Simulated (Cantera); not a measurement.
Feed: 1 mol CHF3, 0.08 mol CH4, 3.2 mol H2, at 0.0323 Torr.

These are equilibrium values from Cantera (NASA tables, ideal gas, pure condensed phases), not measurements of a reactor. Candidate condensed phases: C, C6H6, C7H8, C8H18; 110 gas species. Ions and electrons are included (thermal ionisation). Rates play no part.

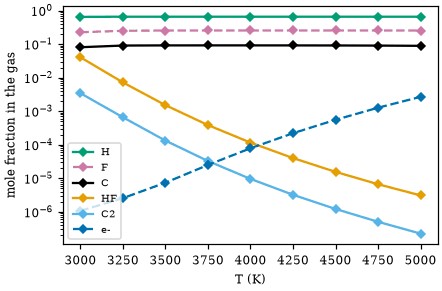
Figure: Equilibrium gas composition (values under 1e-9 drawn at 1e-9)

From 3000 K to 5000 K nothing is condensed. The main C-bearing gas is C throughout.
